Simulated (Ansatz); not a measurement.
# C2H4BN: ladder of methods at one geometry in Python

How do the methods compare on C2H4BN, in result and in cost? Aim: a ladder of methods at one geometry, for C2H4BN, run from a script. SMILES: BC#CN.

Program: Ansatz 0.2.0 through its Python package. The levels of theory stand in the script. These are calculated values, not measurements.

**1. The structure**

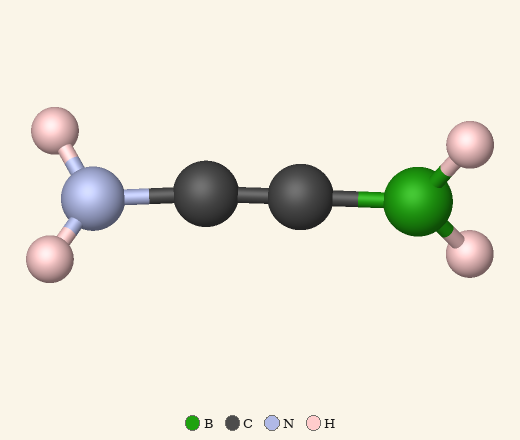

The structure that the script starts from, seen from a chosen angle (boron green, carbon dark grey, nitrogen light blue, hydrogen pink).

The script reads c2h4bn.xyz:

```xyz
8

B    -0.45570    1.94460   -0.21500
C    -0.13530    0.50860   -0.06120
C     0.12860   -0.64880    0.05660
N     0.57540   -1.98840    0.21880
H    -0.45510    2.48610   -1.31160
H    -0.88730    2.62550    0.70120
H     1.52910   -2.28960    0.19310
H    -0.20750   -2.69520    0.36220
```

**2. The script**

run_methods.py reads:

```python
"""One geometry of C2H4BN, method by method."""

import ansatz as az

BASIS = "cc-pVDZ"

molecule = az.Crystal.molecule_from_extxyz("c2h4bn.xyz")

calc = molecule.calculation().basis(gaussian=BASIS)

methods = ["mp2", "ccsd", "ccsd_t"]
reports = [calc.correlation(m).run().report for m in methods]
print(f"Hartree-Fock reference {reports[0]['reference_energy_ev'] / 27.211386246:.6f} Ha")
best = reports[-1]["free_energy_ev"] - reports[-1]["reference_energy_ev"]
for method, each in zip(methods, reports):
    gained = each["free_energy_ev"] - each["reference_energy_ev"]
    print(f"{method:8s} total {each['free_energy_ev'] / 27.211386246:.6f} Ha  correlation {gained:9.4f} eV  ({100 * gained / best:.1f} % of the last)")
```

**3. The input behind the calls**

The package turns the script's settings into the engine's input (first run):

```yaml
crystal:
  periodic: [false, false, false]
  atoms:
    - { symbol: B, position_ang: [-0.4557, 1.9446, -0.215] }
    - { symbol: C, position_ang: [-0.1353, 0.5086, -0.0612] }
    - { symbol: C, position_ang: [0.1286, -0.6488, 0.0566] }
    - { symbol: "N", position_ang: [0.5754, -1.9884, 0.2188] }
    - { symbol: H, position_ang: [-0.4551, 2.4861, -1.3116] }
    - { symbol: H, position_ang: [-0.8873, 2.6255, 0.7012] }
    - { symbol: H, position_ang: [1.5291, -2.2896, 0.1931] }
    - { symbol: H, position_ang: [-0.2075, -2.6952, 0.3622] }
basis:
  gaussian:
    orbitals: cc-pVDZ
correlation:
  method: mp2
```

**4. Running it**

On the command line:

```sh
python run_methods.py
```

Output:

```text
Hartree-Fock reference -157.111952 Ha
mp2      total -157.608273 Ha  correlation  -13.5056 eV  (90.3 % of the last)
ccsd     total -157.642079 Ha  correlation  -14.4255 eV  (96.4 % of the last)
ccsd_t   total -157.661628 Ha  correlation  -14.9574 eV  (100.0 % of the last)
```

Wall time 7.6 s (1 thread of Arm Neoverse V1, shared host); peak memory 0.28 GiB.

**5. What changed from run to run**

The engine's inputs for the other runs:

Run 2, against run 1:

```diff
@@ -16 +16 @@
-  method: mp2
+  method: ccsd
```

Run 3, against run 1:

```diff
@@ -16 +16 @@
-  method: mp2
+  method: ccsd_t
```

Lines on the test bed's own set-up are left out of the output.

**6. Run by run**

One row for each of the 3 runs:

```csv
run,method,energy (eV),iterations in all,CPU time (s)
1,mp2,-4288.7396,12,0.62
2,ccsd,-4289.6595,25,2.7
3,ccsd_t,-4290.1915,25,3.7
```

Correlation energies (total less mean field):

| method | correlation (eV) | share of the last | miss against the last (eV) | CPU time (s) |
| --- | --- | --- | --- | --- |
| mp2 | -13.506 | 90.3 % | +1.452 | 0.62 |
| ccsd | -14.425 | 96.4 % | +0.532 | 2.7 |
| ccsd_t | -14.957 | 100.0 % | +0.000 | 3.7 |

**7. What came out**

| quantity | value |
| --- | --- |
| runs compared | 3 |
| correlation energy, last run | -14.957 eV |

mp2 catches 90 % of the correlation energy of ccsd_t. The dearest, run 3 (ccsd_t), took some 6 times as long as run 1 (mp2). The geometry is a force-field or estimated start, not a minimum of this method, and the basis set is short of its limit. A lower total doesn't mark the better method: functionals have no common bound, and MP2 and coupled cluster aren't variational. Inner cores stay frozen, so this is valence correlation.
